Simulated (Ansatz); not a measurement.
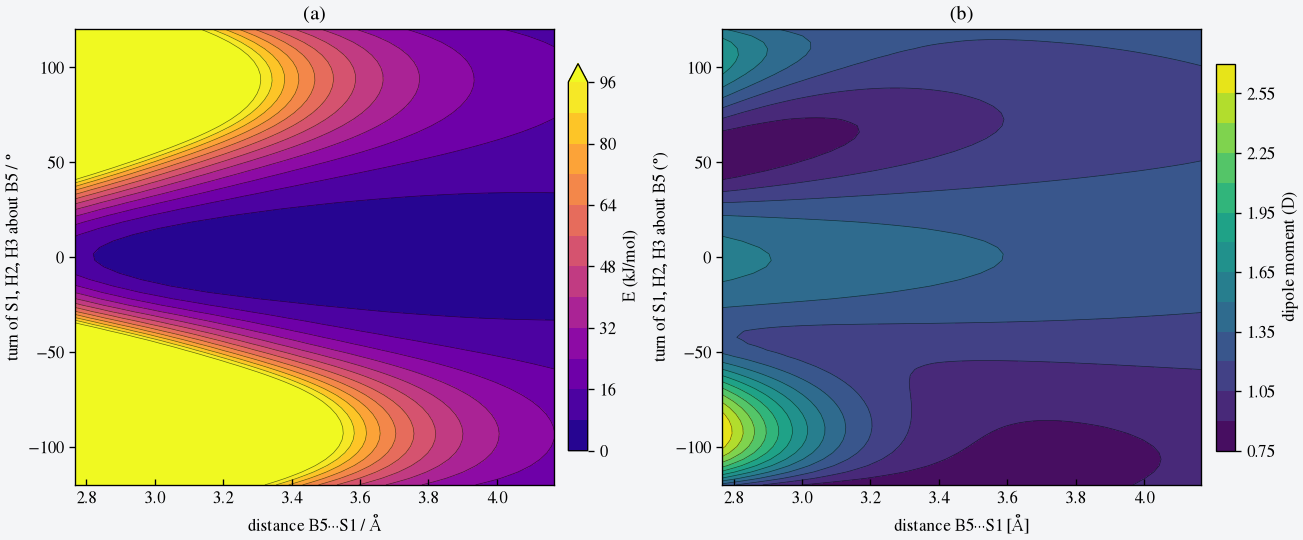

The pair H₂S···BF₃. The turn is about an axis along (−0.15, 0.97, 0.17) in the frame of the relaxed pair, normal to the line between the partners. The first coordinate is: distance B5···S1; the second: turn of S1, H2, H3 about B5. Grid: 11 × 11 points. Points are written as (first, second). Energies: kJ/mol, counted from the lowest grid point. Computed with RHF/def2-SVPD (Ansatz).

Panel (a) is the energy; panel (b) is the computed dipole moment, in D.

In the figure: filled contours, one colour for all values above the top of the scale. Between grid points the surface is interpolated.

**How does the dipole moment vary over the map, and what is it at the lowest grid point?**

Leaving out the highest fifth of the energies, it runs from 0.78 D at (3.297 Å, −120°) to 1.55 D at (2.767 Å, 0°). At the lowest grid point, (3.297 Å, 0°), it is 1.40 D.

```tsv
turn of S1, H2, H3 about B5 ↓, distance B5···S1 →	2.767	2.823	2.914	3.026	3.155	3.297	3.452	3.617	3.791	3.975	4.167
120	1.52	1.45	1.37	1.30	1.25	1.22	1.21	1.21	1.22	1.22	1.23
96	1.65	1.52	1.35	1.22	1.14	1.11	1.11	1.12	1.15	1.17	1.19
72	1.02	0.96	0.90	0.89	0.91	0.95	1.00	1.06	1.10	1.14	1.17
48	0.78	0.82	0.88	0.94	1.00	1.06	1.10	1.14	1.17	1.19	1.21
24	1.31	1.31	1.30	1.30	1.30	1.29	1.29	1.28	1.28	1.27	1.26
0	1.55	1.53	1.50	1.47	1.43	1.40	1.37	1.35	1.32	1.30	1.28
−24	1.39	1.37	1.36	1.34	1.32	1.30	1.29	1.27	1.25	1.24	1.22
−48	1.28	1.24	1.18	1.14	1.11	1.09	1.09	1.10	1.10	1.11	1.11
−72	2.23	2.02	1.72	1.44	1.21	1.06	0.98	0.96	0.96	0.97	0.99
−96	2.66	2.40	2.01	1.60	1.28	1.05	0.93	0.88	0.88	0.90	0.92
−120	1.29	1.17	1.01	0.88	0.80	0.78	0.80	0.83	0.87	0.90	0.93
```
